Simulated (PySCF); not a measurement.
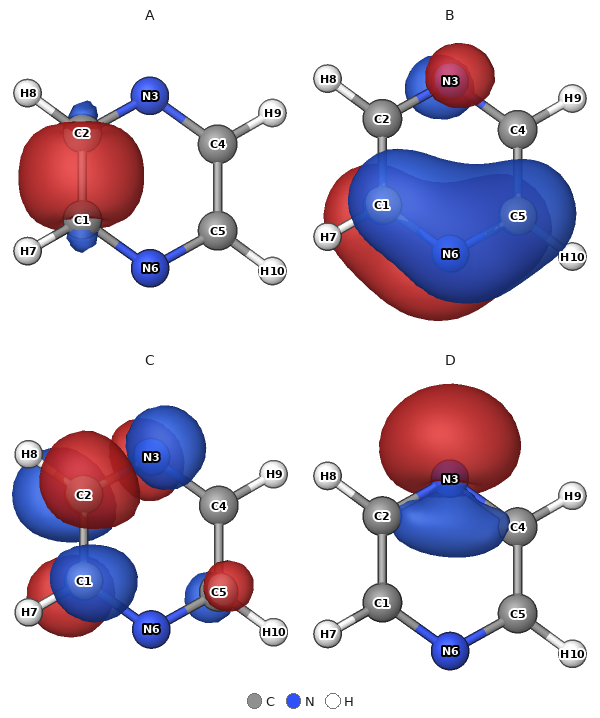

Figure. C₄H₄N₂, SMILES `c1cnccn1`. Intrinsic bond orbitals (IBO), occupied and valence-virtual; each surface holds about 85 % of the orbital's density. Energies are diagonal elements of the Fock matrix.

Method: LDA (SVWN)/def2-TZVP; geometry: GFN2-xTB; program: PySCF. No frequency check shows the geometry to be a minimum.

Cartesian coordinates (Å):

```
C1       1.1217    0.7066    0.0000
C2       1.1365   -0.6827    0.0000
N3       0.0160   -1.3859    0.0000
C4      -1.1217   -0.7066    0.0000
C5      -1.1365    0.6827    0.0000
N6      -0.0160    1.3859    0.0000
H7       2.0309    1.2920    0.0000
H8       2.0579   -1.2486    0.0000
H9      -2.0309   -1.2920    0.0000
H10     -2.0579    1.2486    0.0000
```

> Name the orbitals, with their atomic make-up and energies.

By panel:
- A: σ bond C1–C2 (C1 50 %, C2 50 %; −15.9 eV)
- B: delocalised π orbital mainly over N6, C5 and C1 (N6 54 %, C5 21 %, C1 21 %; −9.6 eV)
- C: delocalised π* orbital mainly over C2, C1 and N3 (C2 52 %, C1 21 %, N3 21 %; −0.3 eV)
- D: lone pair on N3 (sp2.3-type) (N3 96 %; −8.1 eV)

Run time: 22 s on 1 thread of Arm Neoverse V2 (shared host), peak memory 0.36 GiB.
